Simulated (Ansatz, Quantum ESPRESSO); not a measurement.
# K3HO (Pm-3m): phonons by linear response, part 3 of 4

How does K3HO (Pm-3m) vibrate, and is this structure a minimum?

Quantum ESPRESSO 7.5; DFT LDA, scalar-relativistic, plane waves, PseudoDojo norm-conserving pseudopotentials.

So far, highest frequency (cm⁻¹): step 7 (dispersion) 453. Also lowest frequency on the path (cm⁻¹): step 7 -169. The relaxed cell has a = 5.008 Å (conventional setting).

The structure was built from a prototype and need not be the compound's stable phase.

**9. Modes with the sum rule**

A rigid shift of the crystal must cost nothing, but grids and finite bases break this; the acoustic sum rule is imposed before the matrix is diagonalised again. With Born charges the intensities follow; a static dielectric tensor has no meaning with imaginary modes.

Input file dynmat.in:

```
&input
   fildyn = 'x.dyn1'
   asr = 'simple'
   fileig = 'dynmat.eig'
   lperm = .true.
/
```

Command:

```bash
$ dynmat.x -in dynmat.in > dynmat.out
```

Numbers of over 12 decimals in the logs are rounded to 6 here.

What it wrote:

```text
[banner, memory and clock lines left out]
Program DYNMAT v.7.5

     Reading Dynamical Matrix from file x.dyn1
     ...Force constants read
     ...epsilon and Z* read
     A direction for q was not specified:TO-LO splitting will be absent

     Polarizability (A^3 units)
     multiply by 0.586301 for Clausius-Mossotti correction
        21.151491    0.000000    0.000000
         0.000000   21.151491    0.000000
         0.000000    0.000000   21.151491

     IR activities are in (D/A)^2/amu units

# mode   [cm-1]    [THz]      IR
    1   -168.87   -5.0626   26.4676
    2   -168.87   -5.0626   26.4676
    3   -168.87   -5.0626   26.4676
    4    -32.32   -0.9689    0.0000
    5    -32.32   -0.9689    0.0000
    6    -32.32   -0.9689    0.0000
    7     -0.00   -0.0000    0.0000
    8     -0.00   -0.0000    0.0000
    9      0.00    0.0000    0.0000
   10    203.82    6.1103    5.3384
   11    203.82    6.1103    5.3384
   12    203.82    6.1103    5.3384
   13    290.30    8.7030    4.5690
   14    290.30    8.7030    4.5690
   15    290.30    8.7030    4.5690

Electronic dielectric permittivity tensor (relative, adimensional)
         3.116829    0.000000    0.000000
         0.000000    3.116829    0.000000
         0.000000    0.000000    3.116829

 ... with zone-center polar mode contributions
         6.220527    0.000000   -0.000000
         0.000000    6.220527    0.000000
        -0.000000    0.000000    6.220527

[end of the log left out, with the tail of the file of modes that dynmat.x writes under the same name]
```

The job ended after 0.59 s (1 thread of Intel Xeon Platinum 8488C (Sapphire Rapids), shared host).

Numbers from this step:

```yaml
lowest_optical_zone_centre_mode: -168.9 cm⁻¹
```

Unit eigenvectors of the mass-weighted matrix after the sum rule; no LO-TO term. The modes at Γ (shares of kinetic energy by element, %) (negative means imaginary):

```
mode  frequency (cm⁻¹)  H %  O %  K %
   1            -168.9   60   11   29
   2            -168.9   60   11   29
   3            -168.9   60   11   29
   4             -32.3    0    0  100
   5             -32.3    0    0  100
   6             -32.3    0    0  100
   7               0.0    1   12   87
   8               0.0    1   12   87
   9               0.0    1   12   87
  10             203.8   38   10   52
  11             203.8   38   10   52
  12             203.8   38   10   52
  13             290.3    1   67   32
  14             290.3    1   67   32
  15             290.3    1   67   32
```

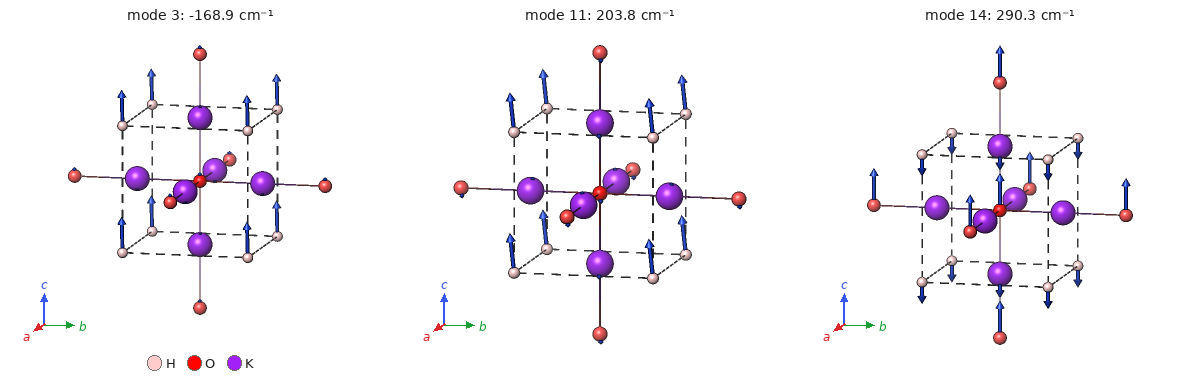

Displacement patterns of modes 3, 11 and 14 at Γ; arrows are exaggerated. Some periodic images of atoms are drawn too.

Degenerate modes summed, no LO-TO term; imaginary modes left out. Lines of the infrared spectrum (strongest = 100):

```
position (cm⁻¹)  lines merged  IR intensity, relative
            204             3                     100
            290             3                      86
```

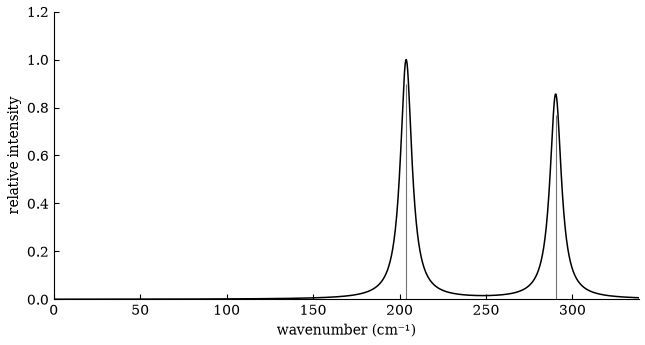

The infrared spectrum, broadened with Lorentzians of width 8 cm⁻¹; bars mark the lines.

The rule moves no optical mode by more than 0.2 cm⁻¹.

**10. Sum rules set otherwise (asr no)**

Without the rule the raw error of the acoustic modes shows.

Input file dynmat.in:

```
&input
   fildyn = 'x.dyn1'
   asr = 'no'
   fileig = 'dynmat.eig'
   lperm = .true.
/
```

Command:

```bash
$ dynmat.x -in dynmat.in > dynmat.out
```

What it wrote:

```text
[banner, memory and clock lines left out]
Program DYNMAT v.7.5

     Reading Dynamical Matrix from file x.dyn1
     ...Force constants read
     ...epsilon and Z* read
     A direction for q was not specified:TO-LO splitting will be absent

     Polarizability (A^3 units)
     multiply by 0.586301 for Clausius-Mossotti correction
        21.151491    0.000000    0.000000
         0.000000   21.151491    0.000000
         0.000000    0.000000   21.151491

     IR activities are in (D/A)^2/amu units

# mode   [cm-1]    [THz]      IR
    1   -168.69   -5.0572   26.6411
    2   -168.69   -5.0572   26.6411
    3   -168.69   -5.0572   26.6411
    4    -32.30   -0.9683    0.0000
    5    -32.30   -0.9683    0.0000
    6    -32.30   -0.9683    0.0000
    7     -2.07   -0.0620    0.0001
    8     -2.07   -0.0620    0.0001
    9     -2.07   -0.0620    0.0001
   10    203.90    6.1128    5.4186
   11    203.90    6.1128    5.4186
   12    203.90    6.1128    5.4186
   13    290.29    8.7027    4.5658
   14    290.29    8.7027    4.5658
   15    290.29    8.7027    4.5658

Electronic dielectric permittivity tensor (relative, adimensional)
         3.116829    0.000000    0.000000
         0.000000    3.116829    0.000000
         0.000000    0.000000    3.116829

 ... with zone-center polar mode contributions
         6.250953   -0.000000    0.000000
        -0.000000    6.250953    0.000000
         0.000000    0.000000    6.250953

[end of the log left out, with the tail of the file of modes that dynmat.x writes under the same name]
```

Elapsed: 0.59 s, on 1 thread.

This step gave:

```yaml
lowest_optical_zone_centre_mode: -168.7 cm⁻¹
```

Zone-centre frequencies as printed; negative means imaginary. Modes:

```
mode  frequency (cm⁻¹)
   1            -168.7
   2            -168.7
   3            -168.7
   4             -32.3
   5             -32.3
   6             -32.3
   7             -2.07
   8             -2.07
   9             -2.07
  10             203.9
  11             203.9
  12             203.9
  13             290.3
  14             290.3
  15             290.3
```

Against the first rule no mode moves by more than 2.1 cm⁻¹.

**11. Sum rules set otherwise: a sum rule for molecules or wires on a crystal**

This rule also removes rotations, which suits wires and not a crystal; it is tried to see the harm.

Input file dynmat.in:

```
&input
   fildyn = 'x.dyn1'
   asr = 'one-dim'
   fileig = 'dynmat.eig'
   lperm = .true.
/
```

Command:

```bash
$ dynmat.x -in dynmat.in > dynmat.out
```

What it wrote:

```text
[banner, memory and clock lines left out]
Program DYNMAT v.7.5

     Reading Dynamical Matrix from file x.dyn1
     ...Force constants read
     ...epsilon and Z* read
asr rotation axis in 1D system=    3
     Acoustic Sum Rule: || Z*(ASR) - Z*(orig)|| =    2.789148E-02
     Acoustic Sum Rule: ||dyn(ASR) - dyn(orig)||=    3.893491E-02
     A direction for q was not specified:TO-LO splitting will be absent

     Polarizability (A^3 units)
     multiply by 0.586301 for Clausius-Mossotti correction
        21.151491    0.000000    0.000000
         0.000000   21.151491    0.000000
         0.000000    0.000000   21.151491

     IR activities are in (D/A)^2/amu units

# mode   [cm-1]    [THz]      IR
    1   -200.16   -6.0007   31.0152
    2   -168.77   -5.0596   26.4649
    3   -168.77   -5.0596   26.4649
    4    -32.30   -0.9683    0.0000
    5    -32.30   -0.9683    0.0000
    6     -0.00   -0.0000    0.0000
    7     -0.00   -0.0000    0.0000
    8      0.00    0.0000    0.0000
    9      0.00    0.0000    0.0000
   10     86.23    2.5851    1.3592
   11    203.81    6.1100    5.3484
   12    203.81    6.1100    5.3484
   13    290.29    8.7027    4.5616
   14    290.29    8.7027    4.5616
   15    296.65    8.8933    3.4850

Electronic dielectric permittivity tensor (relative, adimensional)
         3.116829    0.000000    0.000000
         0.000000    3.116829    0.000000
         0.000000    0.000000    3.116829

 ... with zone-center polar mode contributions
         6.558952   -0.335578    0.000000
        -0.335578    6.558952    0.000000
         0.000000    0.000000    6.223374

[end of the log left out, with the tail of the file of modes that dynmat.x writes under the same name]
```

Wall time 0.59 s (1 thread).

The run ended normally, but on settings that are not sound.

The fault: a sum rule for molecules or wires on a crystal; 1 optical mode is projected out to zero frequency, as if it were a rotation.

For a crystal the rule has to be 'simple' or 'crystal'.

Zone-centre frequencies as printed; negative means imaginary. Modes:

```
mode  frequency (cm⁻¹)
   1            -200.2
   2            -168.8
   3            -168.8
   4             -32.3
   5             -32.3
   6                 0
   7                 0
   8                 0
   9                 0
  10             86.23
  11             203.8
  12             203.8
  13             290.3
  14             290.3
  15             296.6
```

**12. The LO-TO splitting (1 0 0)**

A longitudinal polar mode sets up a macroscopic field that stiffens it; the term hangs on the direction from which q goes to zero.

Input file dynmat.in:

```
&input
   fildyn = 'x.dyn1'
   asr = 'simple'
   fileig = 'dynmat.eig'
   q(1) = 1.0
   q(2) = 0.0
   q(3) = 0.0
/
```

Command:

```bash
$ dynmat.x -in dynmat.in > dynmat.out
```

What it wrote:

```text
[banner, memory and clock lines left out]
Program DYNMAT v.7.5

     Reading Dynamical Matrix from file x.dyn1
     ...Force constants read
     ...epsilon and Z* read

     Polarizability (A^3 units)
     multiply by 0.586301 for Clausius-Mossotti correction
        21.151491    0.000000    0.000000
         0.000000   21.151491    0.000000
         0.000000    0.000000   21.151491

     IR activities are in (D/A)^2/amu units

# mode   [cm-1]    [THz]      IR
    1   -168.87   -5.0626   26.4676
    2   -168.87   -5.0626   26.4676
    3    -32.32   -0.9689    0.0000
    4    -32.32   -0.9689    0.0000
    5    -32.32   -0.9689    0.0000
    6     -0.00   -0.0000    0.0000
    7      0.00    0.0000    0.0000
    8      0.00    0.0000    0.0000
    9    147.51    4.4223    1.3318
   10    203.82    6.1103    5.3384
   11    203.82    6.1103    5.3384
   12    261.57    7.8417    1.1864
   13    290.30    8.7030    4.5690
   14    290.30    8.7030    4.5690
   15    453.16   13.5854   33.8567

[end of the log left out, with the tail of the file of modes that dynmat.x writes under the same name]
```

Wall time 0.58 s (1 thread).

This step gave:

* highest mode moved by the LO-TO term: 453.2 cm⁻¹

Zone-centre frequencies as printed; negative means imaginary. Modes:

```
mode  frequency (cm⁻¹)
   1            -168.9
   2            -168.9
   3            -32.32
   4            -32.32
   5            -32.32
   6                 0
   7                 0
   8                 0
   9             147.5
  10             203.8
  11             203.8
  12             261.6
  13             290.3
  14             290.3
  15             453.2
```

The field moves 3 modes; the highest of them now lies at 453 cm⁻¹, where the highest that moved away lay at 290.

**13. The dispersion under another sum rule (asr no)**

The sum rule corrects the force constants themselves, so it can shift branches at any wavevector, low ones most.

Input file matdyn.in:

```
&input
   asr = 'no'
   flfrc = 'x.fc'
   flfrq = 'x.freq'
   flvec = 'x.modes'
   q_in_band_form = .true.
   q_in_cryst_coord = .true.
/
8
  0.0000000   0.0000000   0.0000000   8  ! GAMMA
  0.0000000   0.5000000   0.0000000   8  ! X
  0.5000000   0.5000000   0.0000000   8  ! M
  0.0000000   0.0000000   0.0000000   8  ! GAMMA
  0.5000000   0.5000000   0.5000000   8  ! R
  0.0000000   0.5000000   0.0000000   1  ! X
  0.5000000   0.5000000   0.5000000   8  ! R
  0.5000000   0.5000000   0.0000000   1  ! M
```

Command:

```bash
$ matdyn.x -in matdyn.in > matdyn.out
```

What it wrote:

```text
[banner, memory and clock lines left out]
Program MATDYN v.7.5

 mass for atomic type   1 not given; uses mass from file x.fc
 mass for atomic type   2 not given; uses mass from file x.fc
 mass for atomic type   3 not given; uses mass from file x.fc
```

Wall time 0.71 s (1 thread).

Read from the output:

| Item | Value |
| --- | --- |
| lowest frequency on the path | -168.7 cm⁻¹ |

At the labelled points the branches move by no more than 2.2 cm⁻¹.

**14. A changed mass**

Force constants don't depend on the masses, so an isotope effect costs no new response.

Input file matdyn.in:

```
&input
   asr = 'crystal'
   flfrc = 'x.fc'
   flfrq = 'x.freq'
   flvec = 'x.modes'
   q_in_band_form = .true.
   q_in_cryst_coord = .true.
   amass(1) = 2.016
   amass(2) = 15.999
   amass(3) = 39.098
/
8
  0.0000000   0.0000000   0.0000000   8  ! GAMMA
  0.0000000   0.5000000   0.0000000   8  ! X
  0.5000000   0.5000000   0.0000000   8  ! M
  0.0000000   0.0000000   0.0000000   8  ! GAMMA
  0.5000000   0.5000000   0.5000000   8  ! R
  0.0000000   0.5000000   0.0000000   1  ! X
  0.5000000   0.5000000   0.5000000   8  ! R
  0.5000000   0.5000000   0.0000000   1  ! M
```

Command:

```bash
$ matdyn.x -in matdyn.in > matdyn.out
```

What it wrote:

```text
[banner, memory and clock lines left out]
Program MATDYN v.7.5

 Norm of the difference between old and new effective charges:    1.0286e-16

 Norm of the difference between old and new force-constants:   2.18305e-05
```

The job ended after 0.72 s (1 thread).

Numbers from this step:

| Item | Value |
| --- | --- |
| lowest frequency on the path | -136.4 cm⁻¹ |

Matdyn.x, sum rule crystal. Phonon branches along the path, in cm⁻¹:

```
    point  branch 1  branch 2  branch 3  branch 4  branch 12  branch 13  branch 14  branch 15
        Γ      -136      -136       -32       -32        214        290        290        394
        X       -99       -99       -28       -28        291        291        327        354
        M       -96       -96       -65       -26        239        293        361        361
        Γ      -136      -136       -32       -32        214        290        290        394
        R      -107      -107      -107       -65        252        338        338        338
        X       -99       -99       -28       -28        291        291        327        354
jump to R      -107      -107      -107       -65        252        338        338        338
        M       -96       -96       -65       -26        239        293        361        361
```

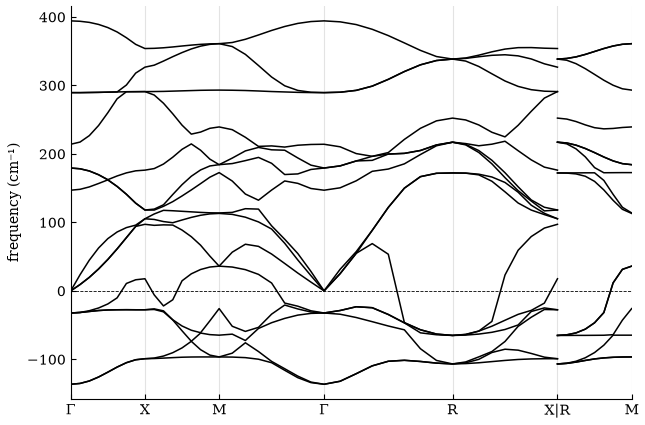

Phonon branches along the path.

The top of the path falls from 453 to 394 cm⁻¹, a ratio of 0.87; a mode of that atom alone would give 0.71.

(Part 3 of 4 ends here.)

[Host names and launcher messages were left out of these logs when they were recorded.]

[Logs are printed without paths, hosts, clocks, repeated set-up lines and the standing remarks that a program may print on its own settings, such as how far it seeks lower states.]

[Hosts, paths, dates, database ids (printed as entryN), source tags and the programs' standing remarks are cut or masked in the printed files.]
